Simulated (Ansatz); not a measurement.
# AlGa3N4 (P-43m): what size, symmetry and threads cost in G0W0, part 2 of 2

How does the cost of G0W0 grow with the cell? The test case is AlGa3N4 (P-43m).

Ansatz 0.2.0; G0W0 on PBEsol, plane waves, PAW. Known limits of the many-body steps: not at the basis limit; no spin-orbit coupling; coarse k mesh.

So far. Step 7 (8 threads, 2×2×2 mesh): Against the run with 2×2×2 mesh, 94 empty bands, screening to 60 eV, the gap moves by +0.000 eV. Step 8 (16 atoms (2×1×1 cells), 1×2×2 mesh): The gap on the mesh goes from 2.26 eV to 3.18 eV, a correction of +0.93 eV. Between the two edge states, bare exchange in place of the xc potential would open the gap by 8.80 eV, and correlation takes back 7.88 eV.

## 9. 32 atoms (2×2×1 cells), 1×1×2 mesh

File input.yaml:

```yaml
crystal:
  lattice:
    - [8.94337072, 0.0, 0.0]
    - [0.0, 8.94337072, 0.0]
    - [0.0, 0.0, 4.47168536]
  atoms:
    - { symbol: Al, position: [0.0, 0.0, 0.0] }
    - { symbol: Ga, position: [0.25, 0.25, 0.0] }
    - { symbol: Ga, position: [0.25, 0.0, 0.5] }
    - { symbol: Ga, position: [0.0, 0.25, 0.5] }
    - { symbol: "N", position: [0.37785721, 0.37785721, 0.24428558] }
    - { symbol: "N", position: [0.37785721, 0.12214279, 0.75571442] }
    - { symbol: "N", position: [0.12214279, 0.37785721, 0.75571442] }
    - { symbol: "N", position: [0.12214279, 0.12214279, 0.24428558] }
    - { symbol: Al, position: [0.0, 0.5, 0.0] }
    - { symbol: Ga, position: [0.25, 0.75, 0.0] }
    - { symbol: Ga, position: [0.25, 0.5, 0.5] }
    - { symbol: Ga, position: [0.0, 0.75, 0.5] }
    - { symbol: "N", position: [0.37785721, 0.87785721, 0.24428558] }
    - { symbol: "N", position: [0.37785721, 0.62214279, 0.75571442] }
    - { symbol: "N", position: [0.12214279, 0.87785721, 0.75571442] }
    - { symbol: "N", position: [0.12214279, 0.62214279, 0.24428558] }
    - { symbol: Al, position: [0.5, 0.0, 0.0] }
    - { symbol: Ga, position: [0.75, 0.25, 0.0] }
    - { symbol: Ga, position: [0.75, 0.0, 0.5] }
    - { symbol: Ga, position: [0.5, 0.25, 0.5] }
    - { symbol: "N", position: [0.87785721, 0.37785721, 0.24428558] }
    - { symbol: "N", position: [0.87785721, 0.12214279, 0.75571442] }
    - { symbol: "N", position: [0.62214279, 0.37785721, 0.75571442] }
    - { symbol: "N", position: [0.62214279, 0.12214279, 0.24428558] }
    - { symbol: Al, position: [0.5, 0.5, 0.0] }
    - { symbol: Ga, position: [0.75, 0.75, 0.0] }
    - { symbol: Ga, position: [0.75, 0.5, 0.5] }
    - { symbol: Ga, position: [0.5, 0.75, 0.5] }
    - { symbol: "N", position: [0.87785721, 0.87785721, 0.24428558] }
    - { symbol: "N", position: [0.87785721, 0.62214279, 0.75571442] }
    - { symbol: "N", position: [0.62214279, 0.87785721, 0.75571442] }
    - { symbol: "N", position: [0.62214279, 0.62214279, 0.24428558] }
kpoints:
  mp_grid: { grid: [1, 1, 2] }
hamiltonian:
  xc: pbesol
scf:
  occupations: { method: fixed }
gw:
  n_empty_bands: 376
  ecut_chi: 60.0
  qp_bands: [v1, c1]
  qp_kpoints: band_edges
  screening: { model: contour_deformation }
```

Command:

```sh
$ ansatz run input.yaml --threads 16 --pin off --max-ram 36864MiB --backend cpu --events-out ev --progress --plain --runs-dir out
```

Numbers of over 12 decimals in the logs are rounded to 6 here.

Output:

```text
[...]
Crystal: 32 atoms, lattice volume = 357.663 Å³
Basis set: ecut = 420 eV, 6983 PW (Γ)
Bands: 156, of which v1, the nominal top of the filled ones, is band 124 counted from 1 (123 counted from 0)
Symmetry: 32 space group operations
[...]
k-points: 2
[...]
k-point 1: bands = [... 120 lower, 8.2196, 8.2196, 8.2900, 8.2900, 13.6978, 13.7682, 13.7682, 13.7682, ... 28 higher]
[...]
0   124      8.8964   -23.2321     3.8406   -19.2844  0.7549     8.7890     8.7893  root
     0   125     11.1521   -10.7396    -4.0332   -15.5939  0.7818    11.9900    11.9732  root
     1   124      8.2900   -22.9053     3.8478   -18.9021  0.7530     8.1340     8.1345  root
     1   125     13.6978    -9.4923    -4.2603   -14.6169  0.7765    14.5824    14.5621  root
[key lines of the parts left out:]
SCF converged after 7 iterations
Free energy (F): -53096.747895 eV
Fermi energy:    8.896404 eV
```

It took 13 s on 16 threads of Arm Neoverse V2, shared host; peak memory 2 GiB.

This step gave:

| Item | Value |
| --- | --- |
| bands summed | 500 |
| RPA ε∞ on this mesh (eigenvalues) | 9.000, 9.000, 9.000 |
| plane waves in the screening matrix | 365 |
| G0W0 gap on the mesh | 3.184 eV |
| k of the valence top | 0, 0, 0 |
| k of the conduction bottom | 0, 0, 0 |
| starting gap on the mesh | 2.256 eV |
| least direct G0W0 gap on the computed points | 3.184 eV |

The gap on the mesh goes from 2.26 eV to 3.18 eV, a correction of +0.93 eV. Between the two edge states, bare exchange in place of the xc potential would open the gap by 8.80 eV, and correlation takes back 7.87 eV.

## 10. 64 atoms (2×2×2 cells), 1×1×1 mesh

File input.yaml:

```yaml
crystal:
  lattice:
    - [8.94337072, 0.0, 0.0]
    - [0.0, 8.94337072, 0.0]
    - [0.0, 0.0, 8.94337072]
  atoms:
    - { symbol: Al, position: [0.0, 0.0, 0.0] }
    - { symbol: Ga, position: [0.25, 0.25, 0.0] }
    - { symbol: Ga, position: [0.25, 0.0, 0.25] }
    - { symbol: Ga, position: [0.0, 0.25, 0.25] }
    - { symbol: "N", position: [0.37785721, 0.37785721, 0.12214279] }
    - { symbol: "N", position: [0.37785721, 0.12214279, 0.37785721] }
    - { symbol: "N", position: [0.12214279, 0.37785721, 0.37785721] }
    - { symbol: "N", position: [0.12214279, 0.12214279, 0.12214279] }
    - { symbol: Al, position: [0.0, 0.0, 0.5] }
    - { symbol: Ga, position: [0.25, 0.25, 0.5] }
    - { symbol: Ga, position: [0.25, 0.0, 0.75] }
    - { symbol: Ga, position: [0.0, 0.25, 0.75] }
    - { symbol: "N", position: [0.37785721, 0.37785721, 0.62214279] }
    - { symbol: "N", position: [0.37785721, 0.12214279, 0.87785721] }
    - { symbol: "N", position: [0.12214279, 0.37785721, 0.87785721] }
    - { symbol: "N", position: [0.12214279, 0.12214279, 0.62214279] }
    - { symbol: Al, position: [0.0, 0.5, 0.0] }
    - { symbol: Ga, position: [0.25, 0.75, 0.0] }
    - { symbol: Ga, position: [0.25, 0.5, 0.25] }
    - { symbol: Ga, position: [0.0, 0.75, 0.25] }
    - { symbol: "N", position: [0.37785721, 0.87785721, 0.12214279] }
    - { symbol: "N", position: [0.37785721, 0.62214279, 0.37785721] }
    - { symbol: "N", position: [0.12214279, 0.87785721, 0.37785721] }
    - { symbol: "N", position: [0.12214279, 0.62214279, 0.12214279] }
    - { symbol: Al, position: [0.0, 0.5, 0.5] }
    - { symbol: Ga, position: [0.25, 0.75, 0.5] }
    - { symbol: Ga, position: [0.25, 0.5, 0.75] }
    - { symbol: Ga, position: [0.0, 0.75, 0.75] }
    - { symbol: "N", position: [0.37785721, 0.87785721, 0.62214279] }
    - { symbol: "N", position: [0.37785721, 0.62214279, 0.87785721] }
    - { symbol: "N", position: [0.12214279, 0.87785721, 0.87785721] }
    - { symbol: "N", position: [0.12214279, 0.62214279, 0.62214279] }
    - { symbol: Al, position: [0.5, 0.0, 0.0] }
    - { symbol: Ga, position: [0.75, 0.25, 0.0] }
    - { symbol: Ga, position: [0.75, 0.0, 0.25] }
    - { symbol: Ga, position: [0.5, 0.25, 0.25] }
    - { symbol: "N", position: [0.87785721, 0.37785721, 0.12214279] }
    - { symbol: "N", position: [0.87785721, 0.12214279, 0.37785721] }
    - { symbol: "N", position: [0.62214279, 0.37785721, 0.37785721] }
    - { symbol: "N", position: [0.62214279, 0.12214279, 0.12214279] }
    - { symbol: Al, position: [0.5, 0.0, 0.5] }
    - { symbol: Ga, position: [0.75, 0.25, 0.5] }
    - { symbol: Ga, position: [0.75, 0.0, 0.75] }
    - { symbol: Ga, position: [0.5, 0.25, 0.75] }
    - { symbol: "N", position: [0.87785721, 0.37785721, 0.62214279] }
    - { symbol: "N", position: [0.87785721, 0.12214279, 0.87785721] }
    - { symbol: "N", position: [0.62214279, 0.37785721, 0.87785721] }
    - { symbol: "N", position: [0.62214279, 0.12214279, 0.62214279] }
    - { symbol: Al, position: [0.5, 0.5, 0.0] }
    - { symbol: Ga, position: [0.75, 0.75, 0.0] }
    - { symbol: Ga, position: [0.75, 0.5, 0.25] }
    - { symbol: Ga, position: [0.5, 0.75, 0.25] }
    - { symbol: "N", position: [0.87785721, 0.87785721, 0.12214279] }
    - { symbol: "N", position: [0.87785721, 0.62214279, 0.37785721] }
    - { symbol: "N", position: [0.62214279, 0.87785721, 0.37785721] }
    - { symbol: "N", position: [0.62214279, 0.62214279, 0.12214279] }
    - { symbol: Al, position: [0.5, 0.5, 0.5] }
    - { symbol: Ga, position: [0.75, 0.75, 0.5] }
    - { symbol: Ga, position: [0.75, 0.5, 0.75] }
    - { symbol: Ga, position: [0.5, 0.75, 0.75] }
    - { symbol: "N", position: [0.87785721, 0.87785721, 0.62214279] }
    - { symbol: "N", position: [0.87785721, 0.62214279, 0.87785721] }
    - { symbol: "N", position: [0.62214279, 0.87785721, 0.87785721] }
    - { symbol: "N", position: [0.62214279, 0.62214279, 0.62214279] }
kpoints:
  mp_grid: { grid: [1, 1, 1] }
hamiltonian:
  xc: pbesol
scf:
  occupations: { method: fixed }
gw:
  n_empty_bands: 752
  ecut_chi: 60.0
  qp_bands: [v1, c1]
  qp_kpoints: band_edges
  screening: { model: contour_deformation }
```

Output:

```text
[...]
Crystal: 64 atoms, lattice volume = 715.325 Å³
Basis set: ecut = 420 eV, 13949 PW (Γ)
Bands: 312, of which v1, the nominal top of the filled ones, is band 248 counted from 1 (247 counted from 0)
Symmetry: 192 space group operations
[...]
k-points: 1
[...]
--- Band table (eV) ---
  k-point 0: bands = [... 244 lower, 8.2900, 8.8964, 8.8964, 8.8964, 11.1521, 12.2056, 12.2056, 12.2056, ... 60 higher]
[...]
gw.qp_kpoints: band_edges: 1 of 1 stored k-point solved, in 1 pass; an edge of the gap read off the rows below is read off those points alone
[...]
0   248      8.8964   -23.2321     3.8406   -19.2844  0.7549     8.7891     8.7893  root
     0   249     11.1521   -10.7396    -4.0360   -15.5939  0.7818    11.9871    11.9704  root
[key lines of the parts left out:]
SCF converged after 7 iterations
Free energy (F): -106193.495791 eV
Fermi energy:    8.896417 eV
```

Elapsed: 30 s, on 16 threads; peak memory 4.1 GiB; 7.3 min of CPU time.

This step gave:

```
bands summed                                 : 1000
RPA ε∞ on this mesh (eigenvalues)            : 9.000, 9.000, 9.000
plane waves in the screening matrix          : 739
G0W0 gap on the mesh                         : 3.181 eV
k of the valence top                         : 0, 0, 0
k of the conduction bottom                   : 0, 0, 0
starting gap on the mesh                     : 2.256 eV
least direct G0W0 gap on the computed points : 3.181 eV
```

The gap on the mesh goes from 2.26 eV to 3.18 eV, a correction of +0.93 eV. Between the two edge states, bare exchange in place of the xc potential would open the gap by 8.80 eV, and correlation takes back 7.88 eV.

## 11. The runs together

A supercell on the folded mesh samples the same points as the primitive cell, so the gap should stay. Times are wall times on shared hardware, named with each run.

```
                   run   mesh  irreducible k  bands  screening plane waves  threads  gap (eV)   time  CPU time  host memory (GiB)
 8 atoms (1×1×1 cells)  2×2×2              4    125                     81       16     3.182  1.2 s     9.3 s               0.46
           no symmetry  2×2×2              8    125                     81       16     3.182  2.3 s      21 s               0.63
              1 thread  2×2×2              4    125                     81        1     3.182  5.8 s     5.8 s               0.30
             2 threads  2×2×2              4    125                     81        2     3.182  3.2 s     6.2 s               0.35
             4 threads  2×2×2              4    125                     81        4     3.182    2 s     6.7 s               0.45
             8 threads  2×2×2              4    125                     81        8     3.182  1.3 s     6.8 s               0.45
16 atoms (2×1×1 cells)  1×2×2              3    250                    175       16     3.183  3.7 s      35 s               0.90
32 atoms (2×2×1 cells)  1×1×2              2    500                    365       16     3.184   13 s   2.2 min                2.0
64 atoms (2×2×2 cells)  1×1×1              1   1000                    739       16     3.181   30 s   7.3 min                4.1
```

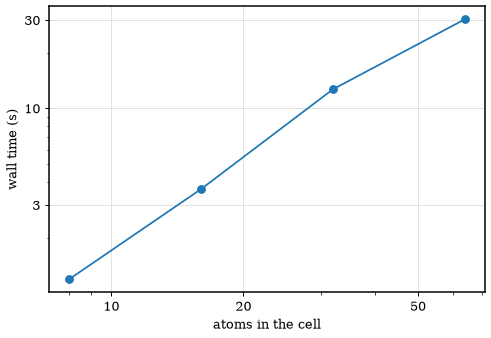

Wall time against the size of the cell.

## 12. What came out

```yaml
8_atoms_1x1x1_cells: 1.2 s, gap 3.18 eV
no_symmetry: 2.3 s, gap 3.18 eV
1_thread: 5.8 s, gap 3.18 eV
2_threads: 3.2 s, gap 3.18 eV
4_threads: 2 s, gap 3.18 eV
8_threads: 1.3 s, gap 3.18 eV
16_atoms_2x1x1_cells: 3.7 s, gap 3.18 eV
32_atoms_2x2x1_cells: 13 s, gap 3.18 eV
64_atoms_2x2x2_cells: 30 s, gap 3.18 eV
```

In words: From 8 to 64 atoms the gap stays within 0.003 eV, while the time grows 26-fold. Over the last step it grows as about the power 1.3 of the size; fewer k points offset part of the fourth-power cost of the screening. Without symmetry the mesh holds 8 points in place of 4, the time changes by less than twofold and the gap changes by +0.000 eV. Going from 1 to 16 threads speeds the run 4.9-fold, an efficiency of about 31 %. The host was shared, so single times are good to a factor of about two.

[Paths, hosts, dates, memory and timing lines, banners, echoed tables and standing remarks are left out of the program output.]

[Logs are printed without paths, hosts, clocks, repeated set-up lines and the standing remarks that a program may print on its own settings, such as how far it seeks lower states.]

[Runs of the session that timed out or met a known fault of the program may be left out.]

[Cells called generated may have been cut or substituted from an entry of the Crystallography Open Database or the Materials Project.]

[Hosts, paths, dates, database ids (printed as entryN), source tags and the programs' standing remarks are cut or masked in the printed files.]
